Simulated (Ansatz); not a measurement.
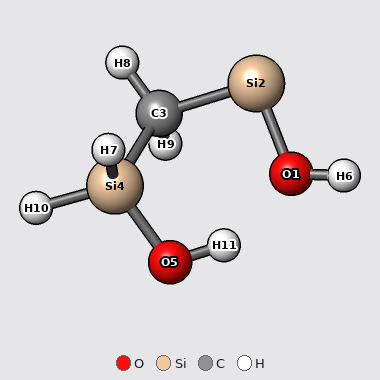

The system is CH6O2Si2; the picture shows the reference structure. First axis: dihedral O1–Si2–C3–Si4. Second axis: dihedral Si2–C3–Si4–O5. Nothing is relaxed (all other coordinates rigid). The grid has 18 × 18 points. Energies: kJ/mol, counted from the lowest grid point. Energies and slopes of some neighbouring points disagree (a jump in structure or state, or too coarse a mesh). Level of theory: RKS SPW92 (LDA)/def2-SVP in Ansatz.

Its coordinates:

```csv
atom,x (Å),y (Å),z (Å)
O,-1.6821,0.7471,-0.5953
Si,-1.2686,1.0177,1.0412
C,-0.0066,-0.3654,1.1489
Si,1.2508,-0.2747,-0.2541
O,0.4173,-0.4752,-1.6687
H,-2.3512,1.3697,-0.9418
H,1.9640,1.0582,-0.1597
H,0.4715,-0.3741,2.1535
H,-0.5351,-1.3390,1.0006
H,2.2858,-1.3605,-0.1409
H,-0.4802,-0.0611,-1.5632
```

Range: dihedral O1–Si2–C3–Si4 from −180 to 160°; dihedral Si2–C3–Si4–O5 from −180 to 160°.

What landscape does the calculation give?

The lowest grid point is at dihedral O1–Si2–C3–Si4 = 60°, dihedral Si2–C3–Si4–O5 = −60°. Other grid points that lie below all their neighbours: dihedral O1–Si2–C3–Si4 = −60°, dihedral Si2–C3–Si4–O5 = 20° (7.9 kJ/mol higher); dihedral O1–Si2–C3–Si4 = 40°, dihedral Si2–C3–Si4–O5 = 160° (34.7 kJ/mol higher); dihedral O1–Si2–C3–Si4 = −120°, dihedral Si2–C3–Si4–O5 = −60° (35.6 kJ/mol higher). The highest grid point, dihedral O1–Si2–C3–Si4 = 0°, dihedral Si2–C3–Si4–O5 = 0°, lies 323.4 kJ/mol above the lowest.

```csv
"dihedral Si2–C3–Si4–O5 ↓, dihedral O1–Si2–C3–Si4 →",−180,−140,−100,−60,−20,20,60,100,140
140,54.1,46.1,41.5,46.1,63.6,45.5,35.6,41.7,50.9
100,54.3,45.7,39.7,42.0,54.4,60.9,40.5,41.6,50.4
60,51.5,41.3,29.1,32.5,58.3,44.2,36.4,39.4,47.6
20,53.4,49.8,35.3,7.9,192.2,93.2,41.7,37.9,46.5
−20,43.7,40.7,42.4,36.7,64.6,229.5,45.3,43.1,43.1
−60,47.0,38.1,36.2,42.2,41.7,16.9,0.0,34.2,47.9
−100,55.3,46.3,40.7,46.2,71.9,48.6,27.5,38.0,51.7
−140,56.1,48.8,41.7,40.2,56.4,71.6,43.4,42.2,51.1
−180,49.8,43.0,39.2,39.6,40.4,41.1,37.5,39.4,46.3
```

The table holds every second grid line.

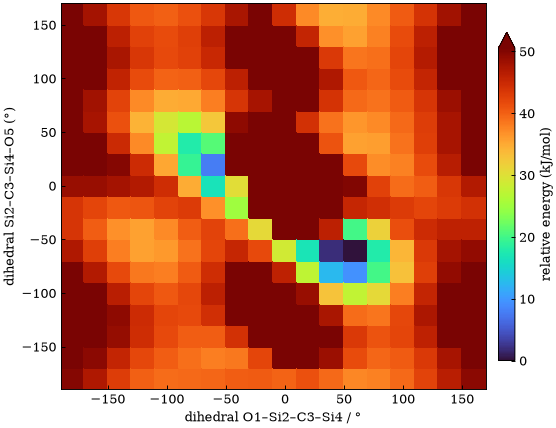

In the figure: one coloured cell a grid point, one colour for all values above the top of the scale.

Each point was launched as `ansatz run input.yaml --threads 1 --pin off --max-ram 2560MiB --backend cpu --events-out ev --progress --plain --runs-dir out`. Time for the 324 points that were run: 9.4 min on 1 thread of AMD EPYC 9R14 (Zen 4), with other jobs on the host.
